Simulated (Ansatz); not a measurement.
Take La$_{2}$O$_{3}$ (space group P-3m1, No. 164; a = 3.906 Å, c = 6.039 Å) as the base.

Perturbation: full substitution O → Se; the structure is relaxed again.

Computed with PBEsol (Ansatz, a quantum-chemistry and plane-wave program, PAW, no spin-orbit coupling), earlier PAW set.

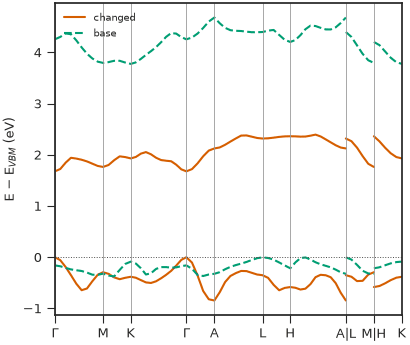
Figure: Highest valence and lowest conduction band along the path, each from its own valence-band maximum

Problem. Read the changed gap and its character from the plot.

Solution. About 1.68 eV, direct at Γ.

No phonon test of stability was made. As relaxed here, La2Se3 is a hypothetical phase, not in the database extracts checked.
